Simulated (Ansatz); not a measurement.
# CH₁₀Si₂ (built from SMILES C[SiH3].[SiH4]): search for a transition state, part 2 of 2

Ansatz 0.2.0, Gaussian basis; PBE0-D4. Earlier steps stand in the parts before.

## Step 7: Relaxing after a step of 0.30 Å one way along the mode

downa/in.yaml

```yaml
crystal:
  periodic: [false, false, false]
  atoms:
    - {symbol: Si, position_ang: [-0.562574, 0.058500, 0.327336]}
    - {symbol: H, position_ang: [0.250981, -1.649901, 0.364431]}
    - {symbol: H, position_ang: [-1.837780, -0.727492, 0.338235]}
    - {symbol: H, position_ang: [-0.888749, 1.444837, -0.075724]}
    - {symbol: C, position_ang: [0.249401, 0.309606, 2.007755]}
    - {symbol: H, position_ang: [0.298524, -1.278593, -0.330704]}
    - {symbol: Si, position_ang: [0.228215, 0.040198, -2.033323]}
    - {symbol: H, position_ang: [0.227413, -0.550264, 2.690995]}
    - {symbol: H, position_ang: [1.298431, 0.582771, 1.851176]}
    - {symbol: H, position_ang: [-0.242656, 1.165987, 2.481860]}
    - {symbol: H, position_ang: [1.208506, 1.167340, -2.050684]}
    - {symbol: H, position_ang: [0.823171, -1.038796, -2.936807]}
    - {symbol: H, position_ang: [-1.052882, 0.475907, -2.634546]}
basis:
  gaussian: {orbitals: def2-TZVP}
hamiltonian: {xc: pbe0, dispersion: d4}
relax: {f_tol: 0.005, max_steps: 200}
```

The run is started by

```
$ ansatz run in.yaml --threads 4 --pin off --events-out ev --progress --plain --max-ram 9574MiB
```

What it wrote:

```text
Functional definition: PBE0
  name "PBE0"
  cite "Adamo & Barone, J. Chem. Phys. 110, 6158 (1999) doi:10.1063/1.478522"
  cite "Perdew, Burke & Ernzerhof, Phys. Rev. Lett. 77, 3865 (1996) doi:10.1103/PhysRevLett.77.3865"
  parent pbe
  parameter a = 0.25
  parameter kappa = 0.804
  parameter beta = 0.06672455060314922
  exchange = (1 - a)*pbe_x(kappa = kappa, mu = beta*pi^2/3) + a*exact_x
  correlation = pbe_c(beta = beta)
1156 factors; their error is unknown
mean field evaluation 1: about -16940.2710 eV, gradient 4.6e1 eV
mean field evaluation 2: about -16938.7493 eV, gradient 4.9e1 eV
mean field evaluation 4: about -16945.1240 eV, gradient 1.4e0 eV
mean field evaluation 8: about -16945.1898 eV, gradient 2.4e-1 eV
mean field evaluation 16: about -16945.1898 eV, gradient 6.7e-5 eV
mean field -16945.18983200 eV, -622.7242404637 hartree, gradient 6.7e-5 eV, S^2 0.000000; 0 other end points of the search recorded, 0 dependent functions left out
the calculation of the forces begins
reference -16945.18986843 eV, -622.7242418024 hartree; 22, 22 occupied and 143, 143 virtual orbitals, 1156 factors
relax step   1: F+E_penalty+E_count = -16945.40060580 eV  Δ(F+E_penalty+E_count) = +0.000e0 eV  max|allowed force component| = 1.287e0 eV/Å  Δτ_max = 0.0000 Å  (25 SCF iters, accepted)
these checks for a lower state are left out or cut short: starts, cluster_reference, orbital_swaps, neighbouring_geometries, increment
1156 factors; their error is unknown
mean field -16945.95493068 eV, -622.7523573219 hartree, gradient 6.8e-6 eV, S^2 0.000000; 0 other end points of the search recorded, 0 dependent functions left out
the calculation of the forces begins
reference -16945.95496741 eV, -622.7523586713 hartree; 22, 22 occupied and 143, 143 virtual orbitals, 1156 factors
relax step   2: F+E_penalty+E_count = -16946.16672696 eV  Δ(F+E_penalty+E_count) = -7.661e-1 eV  max|allowed force component| = 1.413e0 eV/Å  Δτ_max = 0.1946 Å  (27 SCF iters, accepted)
these checks for a lower state are left out or cut short: starts, cluster_reference, orbital_swaps, neighbouring_geometries, increment
1156 factors; their error is unknown
mean field -16946.51769228 eV, -622.7730384290 hartree, gradient 2.2e-5 eV, S^2 0.000000; 0 other end points of the search recorded, 0 dependent functions left out
the calculation of the forces begins
reference -16946.51772906 eV, -622.7730397807 hartree; 22, 22 occupied and 143, 143 virtual orbitals, 1156 factors
relax step   3: F+E_penalty+E_count = -16946.73097096 eV  Δ(F+E_penalty+E_count) = -5.642e-1 eV  max|allowed force component| = 1.044e0 eV/Å  Δτ_max = 0.1949 Å  (26 SCF iters, accepted)
[... from here on, the SCF cycles and remarks between the steps are left out ...]
relax step   4: F+E_penalty+E_count = -16946.99457284 eV  Δ(F+E_penalty+E_count) = -2.636e-1 eV  max|allowed force component| = 6.723e-1 eV/Å  Δτ_max = 0.2000 Å  (26 SCF iters, accepted)
relax step   5: F+E_penalty+E_count = -16947.18016540 eV  Δ(F+E_penalty+E_count) = -1.856e-1 eV  max|allowed force component| = 3.385e-1 eV/Å  Δτ_max = 0.1949 Å  (28 SCF iters, accepted)
relax step   6: F+E_penalty+E_count = -16947.30182743 eV  Δ(F+E_penalty+E_count) = -1.217e-1 eV  max|allowed force component| = 2.369e-1 eV/Å  Δτ_max = 0.1999 Å  (27 SCF iters, accepted)
relax step   7: F+E_penalty+E_count = -16947.37298219 eV  Δ(F+E_penalty+E_count) = -7.115e-2 eV  max|allowed force component| = 2.005e-1 eV/Å  Δτ_max = 0.1999 Å  (27 SCF iters, accepted)
relax step   8: F+E_penalty+E_count = -16947.40732357 eV  Δ(F+E_penalty+E_count) = -3.434e-2 eV  max|allowed force component| = 1.405e-1 eV/Å  Δτ_max = 0.1999 Å  (27 SCF iters, accepted)
relax step   9: F+E_penalty+E_count = -16947.41566656 eV  Δ(F+E_penalty+E_count) = -8.343e-3 eV  max|allowed force component| = 4.774e-1 eV/Å  Δτ_max = 0.1951 Å  (27 SCF iters, accepted)
relax step  10: F+E_penalty+E_count = -16947.43540652 eV  Δ(F+E_penalty+E_count) = -1.974e-2 eV  max|allowed force component| = 2.877e-1 eV/Å  Δτ_max = 0.2000 Å  (27 SCF iters, accepted)
relax step  11: F+E_penalty+E_count = -16947.43767736 eV  Δ(F+E_penalty+E_count) = -2.271e-3 eV  max|allowed force component| = 1.871e-1 eV/Å  Δτ_max = 0.0682 Å  (27 SCF iters, accepted)
relax step  12: F+E_penalty+E_count = -16947.43856671 eV  Δ(F+E_penalty+E_count) = -8.893e-4 eV  max|allowed force component| = 8.773e-2 eV/Å  Δτ_max = 0.0440 Å  (27 SCF iters, accepted)
relax step  13: F+E_penalty+E_count = -16947.44063569 eV  Δ(F+E_penalty+E_count) = -2.069e-3 eV  max|allowed force component| = 1.680e-2 eV/Å  Δτ_max = 0.0759 Å  (27 SCF iters, accepted)
relax step  14: F+E_penalty+E_count = -16947.44098443 eV  Δ(F+E_penalty+E_count) = -3.487e-4 eV  max|allowed force component| = 5.233e-3 eV/Å  Δτ_max = 0.0437 Å  (28 SCF iters, accepted)
relax step  15: F+E_penalty+E_count = -16947.43603735 eV  Δ(F+E_penalty+E_count) = +4.947e-3 eV  max|allowed force component| = 5.423e-1 eV/Å  Δτ_max = 0.1986 Å  (26 SCF iters, rejected (line search))
relax step  16: F+E_penalty+E_count = -16947.44069731 eV  Δ(F+E_penalty+E_count) = +2.871e-4 eV  max|allowed force component| = 4.512e-2 eV/Å  Δτ_max = 0.0274 Å  (28 SCF iters, rejected (line search))
relax step  17: F+E_penalty+E_count = -16947.44110976 eV  Δ(F+E_penalty+E_count) = -1.253e-4 eV  max|allowed force component| = 9.569e-3 eV/Å  Δτ_max = 0.0131 Å  (29 SCF iters, accepted)
relax step  18: F+E_penalty+E_count = -16947.44164658 eV  Δ(F+E_penalty+E_count) = -5.368e-4 eV  max|allowed force component| = 4.312e-2 eV/Å  Δτ_max = 0.0976 Å  (27 SCF iters, accepted)
relax step  19: F+E_penalty+E_count = -16947.44151818 eV  Δ(F+E_penalty+E_count) = +1.284e-4 eV  max|allowed force component| = 8.849e-2 eV/Å  Δτ_max = 0.1209 Å  (27 SCF iters, rejected (line search))
relax step  20: F+E_penalty+E_count = -16947.44203162 eV  Δ(F+E_penalty+E_count) = -3.850e-4 eV  max|allowed force component| = 4.252e-2 eV/Å  Δτ_max = 0.0596 Å  (27 SCF iters, accepted)
relax step  21: F+E_penalty+E_count = -16947.44214012 eV  Δ(F+E_penalty+E_count) = -1.085e-4 eV  max|allowed force component| = 5.677e-2 eV/Å  Δτ_max = 0.0361 Å  (27 SCF iters, accepted)
relax step  22: F+E_penalty+E_count = -16947.44227024 eV  Δ(F+E_penalty+E_count) = -1.301e-4 eV  max|allowed force component| = 6.718e-2 eV/Å  Δτ_max = 0.0575 Å  (27 SCF iters, accepted)
relax step  23: F+E_penalty+E_count = -16947.44251608 eV  Δ(F+E_penalty+E_count) = -2.458e-4 eV  max|allowed force component| = 3.793e-2 eV/Å  Δτ_max = 0.0149 Å  (28 SCF iters, accepted)
relax step  24: F+E_penalty+E_count = -16947.44270098 eV  Δ(F+E_penalty+E_count) = -1.849e-4 eV  max|allowed force component| = 9.119e-3 eV/Å  Δτ_max = 0.0272 Å  (28 SCF iters, accepted)
relax step  25: F+E_penalty+E_count = -16947.44272356 eV  Δ(F+E_penalty+E_count) = -2.258e-5 eV  max|allowed force component| = 1.918e-2 eV/Å  Δτ_max = 0.0345 Å  (28 SCF iters, accepted)
relax step  26: F+E_penalty+E_count = -16947.44281279 eV  Δ(F+E_penalty+E_count) = -8.923e-5 eV  max|allowed force component| = 2.294e-2 eV/Å  Δτ_max = 0.0073 Å  (21 SCF iters, accepted)
relax step  27: F+E_penalty+E_count = -16947.44287831 eV  Δ(F+E_penalty+E_count) = -6.552e-5 eV  max|allowed force component| = 2.049e-3 eV/Å  Δτ_max = 0.0139 Å  (22 SCF iters, accepted)
relax step  28: F+E_penalty+E_count = -16947.44287777 eV  Δ(F+E_penalty+E_count) = +5.366e-7 eV  max|allowed force component| = 5.677e-2 eV/Å  Δτ_max = 0.0370 Å  (28 SCF iters, rejected (line search))
relax step  29: F+E_penalty+E_count = -16947.44291703 eV  Δ(F+E_penalty+E_count) = -3.873e-5 eV  max|allowed force component| = 1.121e-2 eV/Å  Δτ_max = 0.0177 Å  (21 SCF iters, accepted)
relax step  30: F+E_penalty+E_count = -16947.44290552 eV  Δ(F+E_penalty+E_count) = +1.151e-5 eV  max|allowed force component| = 5.019e-2 eV/Å  Δτ_max = 0.0252 Å  (28 SCF iters, rejected (line search))
relax step  31: F+E_penalty+E_count = -16947.44289810 eV  Δ(F+E_penalty+E_count) = +1.893e-5 eV  max|allowed force component| = 3.698e-2 eV/Å  Δτ_max = 0.0126 Å  (22 SCF iters, rejected (line search))
relax step  32: F+E_penalty+E_count = -16947.44292849 eV  Δ(F+E_penalty+E_count) = -1.146e-5 eV  max|allowed force component| = 3.338e-3 eV/Å  Δτ_max = 0.0062 Å  (21 SCF iters, accepted)
relax step  33: F+E_penalty+E_count = -16947.44293843 eV  Δ(F+E_penalty+E_count) = -9.932e-6 eV  max|allowed force component| = 3.484e-2 eV/Å  Δτ_max = 0.0339 Å  (28 SCF iters, accepted)
relax step  34: F+E_penalty+E_count = -16947.44296527 eV  Δ(F+E_penalty+E_count) = -2.685e-5 eV  max|allowed force component| = 9.283e-3 eV/Å  Δτ_max = 0.0071 Å  (21 SCF iters, accepted)
relax step  35: F+E_penalty+E_count = -16947.44297549 eV  Δ(F+E_penalty+E_count) = -1.022e-5 eV  max|allowed force component| = 4.682e-3 eV/Å  Δτ_max = 0.0078 Å  (21 SCF iters, accepted)
relax step  36: F+E_penalty+E_count = -16947.44298319 eV  Δ(F+E_penalty+E_count) = -7.694e-6 eV  max|allowed force component| = 1.009e-2 eV/Å  Δτ_max = 0.0122 Å  (21 SCF iters, accepted)
relax step  37: F+E_penalty+E_count = -16947.44298884 eV  Δ(F+E_penalty+E_count) = -5.648e-6 eV  max|allowed force component| = 8.394e-3 eV/Å  Δτ_max = 0.0067 Å  (21 SCF iters, accepted)
relax step  38: F+E_penalty+E_count = -16947.44299527 eV  Δ(F+E_penalty+E_count) = -6.437e-6 eV  max|allowed force component| = 9.928e-3 eV/Å  Δτ_max = 0.0112 Å  (22 SCF iters, accepted)
relax step  39: F+E_penalty+E_count = -16947.44299782 eV  Δ(F+E_penalty+E_count) = -2.543e-6 eV  max|allowed force component| = 6.072e-3 eV/Å  Δτ_max = 0.0038 Å  (21 SCF iters, accepted)
these checks for a lower state are left out or cut short: starts, cluster_reference, orbital_swaps, neighbouring_geometries, increment
1156 factors; their error is unknown
mean field -16947.24366024 eV, -622.7997172594 hartree, gradient 7.6e-6 eV, S^2 0.000000; 0 other end points of the search recorded, 0 dependent functions left out
the calculation of the forces begins
reference -16947.24369934 eV, -622.7997186965 hartree; 22, 22 occupied and 143, 143 virtual orbitals, 1156 factors
relax step  40: F+E_penalty+E_count = -16947.44300037 eV  Δ(F+E_penalty+E_count) = -2.556e-6 eV  max|allowed force component| = 2.019e-3 eV/Å  Δτ_max = 0.0037 Å  (21 SCF iters, accepted)
1156 factors; their error is unknown
mean field evaluation 288: about -16947.2437 eV, gradient 4.1e-2 eV
mean field -16947.24366024 eV, -622.7997172594 hartree, gradient 8.6e-6 eV, S^2 0.000000; 1 other end points of the search recorded, 0 dependent functions left out
the calculation of the forces begins
reference -16947.24369934 eV, -622.7997186965 hartree; 22, 22 occupied and 143, 143 virtual orbitals, 1156 factors
Total energy: -16947.44303948 eV, -622.8070443113 hartree
Atom 0 at    -0.854466     0.629475     0.215186 Å, force     0.000921     0.000419     0.002019 eV/Å
Atom 1 at     0.026143    -3.002018     0.584844 Å, force     0.000080     0.000109    -0.000219 eV/Å
Atom 2 at    -1.867134    -0.455661     0.349586 Å, force     0.000442    -0.000080    -0.000337 eV/Å
Atom 3 at    -1.588058     1.927441     0.231222 Å, force     0.000208    -0.000337    -0.000220 eV/Å
Atom 4 at     0.366944     0.561613     1.638158 Å, force    -0.001060    -0.000441     0.000849 eV/Å
Atom 5 at     0.446337    -2.818291    -0.004116 Å, force    -0.000233    -0.000135     0.000225 eV/Å
Atom 6 at     0.218232     0.413681    -1.854302 Å, force     0.000623    -0.000865    -0.000434 eV/Å
Atom 7 at     0.902403    -0.390059     1.644460 Å, force    -0.000433     0.001357    -0.000564 eV/Å
Atom 8 at     1.101827     1.365373     1.555948 Å, force     0.000152    -0.000713    -0.000696 eV/Å
Atom 9 at    -0.149338     0.669114     2.594739 Å, force     0.000130    -0.000118    -0.001077 eV/Å
Atom 10 at     1.202783     1.514925    -2.046379 Å, force    -0.000300     0.000307     0.000344 eV/Å
Atom 11 at     0.956540    -0.877604    -1.936404 Å, force    -0.000369     0.000439     0.000262 eV/Å
Atom 12 at    -0.762212     0.462110    -2.972941 Å, force    -0.000161     0.000060    -0.000152 eV/Å
Dipole moment:     0.077687    -0.006573     0.178988 e Å
```

It took 3.1 min on 4 threads of Intel Xeon at 2.50GHz, shared host.

Along the way: (not every step is listed) (the energy doesn't fall at every step)

| step | energy from step 1 (eV) | largest force component (eV/Å) |
| --- | --- | --- |
| 1 | 0.0000 | 1.2874 |
| 2 | -0.7661 | 1.4132 |
| 3 | -1.3304 | 1.0437 |
| 4 | -1.5940 | 0.6723 |
| 5 | -1.7796 | 0.3385 |
| 6 | -1.9012 | 0.2369 |
| 7 | -1.9724 | 0.2005 |
| 8 | -2.0067 | 0.1405 |
| 9 | -2.0151 | 0.4774 |
| 11 | -2.0371 | 0.1871 |
| 13 | -2.0400 | 0.0168 |
| 15 | -2.0354 | 0.5423 |
| 17 | -2.0405 | 0.0096 |
| 19 | -2.0409 | 0.0885 |
| 21 | -2.0415 | 0.0568 |
| 23 | -2.0419 | 0.0379 |
| 25 | -2.0421 | 0.0192 |
| 27 | -2.0423 | 0.0020 |
| 29 | -2.0423 | 0.0112 |
| 31 | -2.0423 | 0.0370 |
| 33 | -2.0423 | 0.0348 |
| 35 | -2.0424 | 0.0047 |
| 36 | -2.0424 | 0.0101 |
| 37 | -2.0424 | 0.0084 |
| 38 | -2.0424 | 0.0099 |
| 39 | -2.0424 | 0.0061 |
| 40 | -2.0424 | 0.0020 |

Close pairs (by a distance rule), those that changed most:

| bond | before (Å) | after (Å) | change (Å) |
| --- | --- | --- | --- |
| Si1–Si7 | 2.490 | 2.341 | -0.149 |
| H2–H6 | 0.790 | 0.746 | -0.043 |
| Si7–H12 | 1.528 | 1.490 | -0.038 |
| Si1–H4 | 1.480 | 1.491 | +0.011 |
| Si1–H3 | 1.498 | 1.490 | -0.008 |
| Si7–H13 | 1.481 | 1.488 | +0.008 |
| Si1–C5 | 1.883 | 1.877 | -0.007 |
| C5–H8 | 1.098 | 1.092 | -0.007 |

## Step 8: Relaxing after a step of 0.30 Å the other way along the mode

downb/in.yaml

```yaml
crystal:
  periodic: [false, false, false]
  atoms:
    - {symbol: Si, position_ang: [-0.561348, -0.185124, 0.500001]}
    - {symbol: H, position_ang: [0.127397, -1.583341, 0.534994]}
    - {symbol: H, position_ang: [-1.919602, -0.750839, 0.307522]}
    - {symbol: H, position_ang: [-0.746254, 1.261758, -0.133833]}
    - {symbol: C, position_ang: [0.272662, 0.324000, 2.081295]}
    - {symbol: H, position_ang: [0.286123, -0.848320, -0.748689]}
    - {symbol: Si, position_ang: [0.257702, -0.021098, -2.124976]}
    - {symbol: H, position_ang: [0.240120, -0.511999, 2.769748]}
    - {symbol: H, position_ang: [1.315736, 0.592579, 1.893407]}
    - {symbol: H, position_ang: [-0.222117, 1.202438, 2.508705]}
    - {symbol: H, position_ang: [1.176650, 1.134354, -1.958403]}
    - {symbol: H, position_ang: [0.832263, -1.056561, -2.982164]}
    - {symbol: H, position_ang: [-1.059333, 0.442252, -2.647605]}
basis:
  gaussian: {orbitals: def2-TZVP}
hamiltonian: {xc: pbe0, dispersion: d4}
relax: {f_tol: 0.005, max_steps: 200}
```

The run is started by

```
$ ansatz run in.yaml --threads 4 --pin off --events-out ev --progress --plain --max-ram 9574MiB
```

What it wrote, cut to the lines that bear on the results:

```text
[... 5 set-up lines as earlier in the session ...]
[...]
1156 factors; their error is unknown
[...]
mean field -16945.08515967 eV, -622.7203938267 hartree, gradient 2.0e-5 eV, S^2 0.000000; 0 other end points of the search recorded, 0 dependent functions left out
[...]
reference -16945.08519676 eV, -622.7203951898 hartree; 22, 22 occupied and 143, 143 virtual orbitals, 1156 factors
relax step   1: F+E_penalty+E_count = -16945.29021847 eV  Δ(F+E_penalty+E_count) = +0.000e0 eV  max|allowed force component| = 1.896e0 eV/Å  Δτ_max = 0.0000 Å  (25 SCF iters, accepted)
[...]
Atom 3 at     0.310322     0.852023     0.071725 Å, force     0.000289    -0.000881     0.000691 eV/Å
Atom 4 at    -0.122764     0.457444     2.778564 Å, force    -0.000694    -0.001797    -0.004569 eV/Å
Atom 5 at    -0.034050    -1.306599    -2.035936 Å, force     0.000546     0.000990    -0.000753 eV/Å
Atom 6 at     0.183426    -0.170041    -2.966850 Å, force     0.000019     0.000705    -0.001798 eV/Å
Atom 7 at    -0.428439    -0.317196     3.485391 Å, force     0.000930     0.001158    -0.000276 eV/Å
Atom 8 at     0.869796     0.809219     3.068412 Å, force    -0.000407    -0.000565     0.000638 eV/Å
Atom 9 at    -0.819447     1.293714     2.869217 Å, force     0.000226     0.000006     0.000357 eV/Å
Atom 10 at     1.516234     0.432278    -2.713661 Å, force    -0.001033    -0.000707     0.000659 eV/Å
Atom 11 at     0.124217    -0.665569    -4.366330 Å, force    -0.000188     0.000310     0.002150 eV/Å
Atom 12 at    -0.873787     0.851147    -2.760338 Å, force     0.000304    -0.001206     0.000134 eV/Å
Dipole moment:    -0.003268     0.060143     0.181477 e Å
```

Run time: 2 min. Hardware: 4 threads of Intel Xeon at 2.50GHz, shared host.

Along the way:

| step | energy from step 1 (eV) | largest force component (eV/Å) |
| --- | --- | --- |
| 1 | 0.0000 | 1.8960 |
| 2 | -0.6187 | 1.6390 |
| 3 | -1.0057 | 1.1581 |
| 4 | -1.3327 | 1.2614 |
| 5 | -1.7815 | 1.2290 |
| 6 | -2.0713 | 0.8209 |
| 7 | -2.2225 | 0.1735 |
| 8 | -2.2716 | 0.0468 |
| 9 | -2.2862 | 0.1057 |
| 10 | -2.2914 | 0.0132 |
| 11 | -2.2930 | 0.0554 |
| 12 | -2.2938 | 0.0363 |
| 13 | -2.2947 | 0.0298 |
| 14 | -2.2952 | 0.0587 |
| 15 | -2.2957 | 0.0432 |
| 16 | -2.2963 | 0.0164 |
| 17 | -2.2967 | 0.0209 |
| 18 | -2.2966 | 0.0809 |
| 19 | -2.2974 | 0.0344 |
| 20 | -2.2978 | 0.0816 |
| 21 | -2.2985 | 0.0639 |
| 22 | -2.3002 | 0.0278 |
| 23 | -2.3008 | 0.1139 |
| 24 | -2.3026 | 0.0417 |
| 25 | -2.3030 | 0.0085 |
| 26 | -2.3032 | 0.0165 |
| 27 | -2.3033 | 0.0110 |
| 28 | -2.3033 | 0.0028 |
| 29 | -2.3033 | 0.0017 |
| 30 | -2.3033 | 0.0039 |
| 31 | -2.3034 | 0.0046 |

Distances of close pairs at the start and the end, largest changes first:

| bond | before (Å) | after (Å) | change (Å) |
| --- | --- | --- | --- |
| Si1–H6 | 1.648 | 3.258 | +1.610 |
| H6–Si7 | 1.606 | 1.485 | -0.121 |
| Si1–H4 | 1.590 | 1.489 | -0.101 |
| Si1–H2 | 1.559 | 1.488 | -0.071 |
| Si7–H12 | 1.462 | 1.486 | +0.024 |
| Si1–C5 | 1.859 | 1.871 | +0.012 |
| C5–H8 | 1.083 | 1.092 | +0.009 |
| Si7–H13 | 1.491 | 1.484 | -0.006 |

## Step 9: What the saddle joins

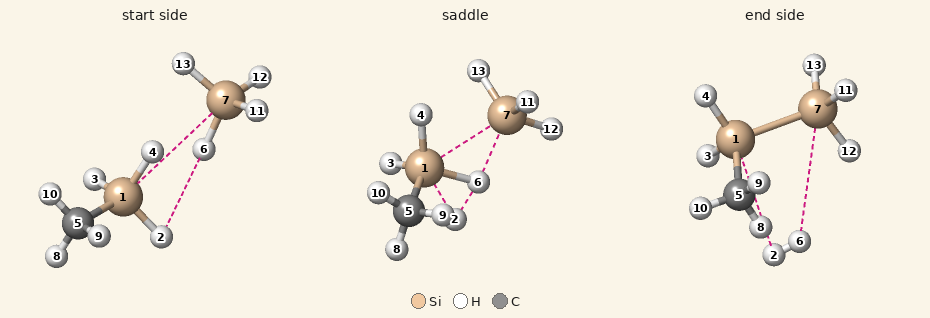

The minimum on the start side, the saddle and the minimum on the end side; broken lines join the pairs that change, where they aren't drawn as bonds.

| pair | start side (Å) | saddle (Å) | end side (Å) |
| --- | --- | --- | --- |
| Si1–Si7 | 4.008 | 2.621 | 2.341 |
| H2–H6 | 3.070 | 1.138 | 0.746 |
| Si1–H2 | 1.488 | 1.726 | 3.755 |
| H6–Si7 | 1.485 | 1.877 | 3.731 |

## Step 10: What came out

What follows sums up all 2 parts.

| quantity | value |
| --- | --- |
| imaginary mode | 1500i cm⁻¹ |
| barrier from the start side | 66.8 kcal/mol |
| barrier from the end side | 63.4 kcal/mol |
| energy of the step | +3.5 kcal/mol |
| pairs that change | Si1–Si7 formed, H2–H6 formed, Si1–H2 broken, H6–Si7 broken |
| zero-point energy at the saddle | 2.477 eV |

What this shows: One imaginary mode, 1500i cm⁻¹, makes this a first-order saddle. The two relaxations end on the structures that were planned. At PBE0-D4/def2-TZVP the electronic barrier is 66.8 kcal/mol, about 113 kT at 298 K, and the step runs 3.5 kcal/mol uphill. The barrier is thin enough for tunnelling; the leading (Wigner) term alone is a factor of 3.2 at 298 K. These are plain relaxations, not an intrinsic reaction coordinate. Lower complexes than these ends may exist.
